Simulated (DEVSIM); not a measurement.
System: abrupt InP p-n junction, at 300 K.

| layer (left to right) | material | thickness (μm) | Nd (cm⁻³) | Na (cm⁻³) | τn (s) | τp (s) |
|---|---|---|---|---|---|---|
| 1 | InP | 16.0 | - | 1.1e18 | 1.5e-9 | 1.5e-9 |
| 2 | InP | 150 | 2.5e16 | - | 1.5e-9 | 4.5e-10 |

Left contact: ohmic. Right contact: ohmic. Voltage is applied to the left contact. Recombination: SRH at mid-gap. Mobility is μmin + (μ − μmin)/(1 + (N/Nref)^α).

This is a model device: material constants are rounded textbook-type values typed into the input, and sizes, dopings and lifetimes were drawn at random. Values at 300 K.

```csv
parameter,InP
gap (eV),1.344
affinity (eV),4.38
permittivity,12.5
Nc (cm⁻³),5.7e17
Nv (cm⁻³),1.1e19
μn (cm²/Vs),5200
μp (cm²/Vs),170
"μn,min",400
"μp,min",10
"Nref,n",3e17
"Nref,p",4.9e17
αn,0.47
αp,0.62
```

Simulated with DEVSIM: 1D drift-diffusion, Boltzmann statistics, complete ionisation; no tunnelling, impact ionisation, image-force lowering or self-heating.

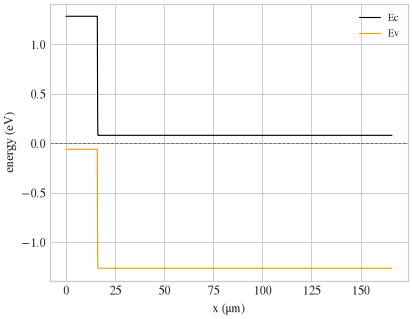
Figure. Band edges at zero bias

Energies count from the Fermi level of the right contact; mesh points crowd at the junctions.

```csv
x (μm),Ec (eV),Ev (eV),n (cm⁻³),p (cm⁻³),field (V/cm)
0.000,1.284,-0.060,< 1e2,1.1e18,≈ 0
0.05755,1.284,-0.060,< 1e2,1.1e18,≈ 0
0.2416,1.284,-0.060,< 1e2,1.1e18,≈ 0
0.8767,1.284,-0.060,< 1e2,1.1e18,≈ 0
4.380,1.284,-0.060,< 1e2,1.1e18,≈ 0
11.67,1.284,-0.060,< 1e2,1.1e18,≈ 0
14.74,1.284,-0.060,< 1e2,1.1e18,≈ 0
15.76,1.284,-0.060,< 1e2,1.1e18,≈ 0
15.95,1.284,-0.060,< 1e2,1.1e18,≈ 0
16.00,1.220,-0.124,< 1e2,9.1e16,-94000
16.06,0.769,-0.575,70000,2.4e9,-69000
16.39,0.081,-1.263,2.5e16,< 1e2,-31
17.34,0.081,-1.263,2.5e16,< 1e2,≈ 0
20.62,0.081,-1.263,2.5e16,< 1e2,≈ 0
39.72,0.081,-1.263,2.5e16,< 1e2,≈ 0
91.00,0.081,-1.263,2.5e16,< 1e2,≈ 0
144.0,0.081,-1.263,2.5e16,< 1e2,≈ 0
159.5,0.081,-1.263,2.5e16,< 1e2,≈ 0
164.7,0.081,-1.263,2.5e16,< 1e2,≈ 0
165.6,0.081,-1.263,2.5e16,< 1e2,≈ 0
165.9,0.081,-1.263,2.5e16,< 1e2,≈ 0
166.0,0.081,-1.263,2.5e16,< 1e2,≈ 0
```
